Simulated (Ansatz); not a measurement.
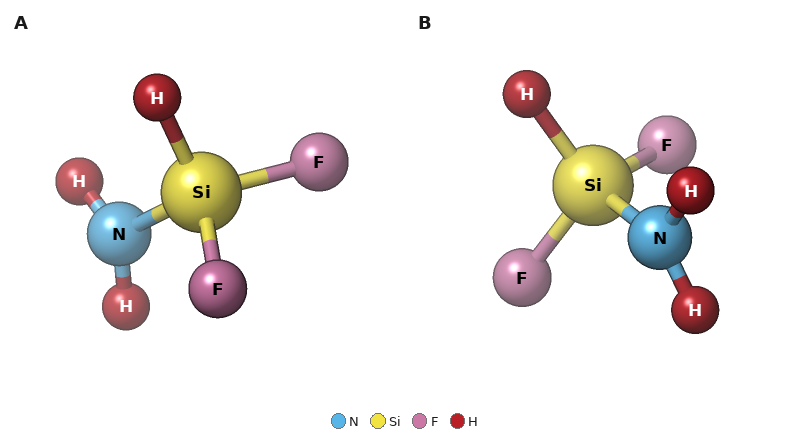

Depth is shown by fading: the farther an atom, the more it takes the colour of the background. Computed geometry: PBE0-D4/def2-TZVP optimisation.

Q: Are A and B the same structure? If not, how do they differ?

A: No. They are mirror images that no rotation superimposes: the geometry of F2H3NSi is chiral (C1), and the handedness lies in its shape, not in a labelled carbon stereocentre. Their energies are equal.
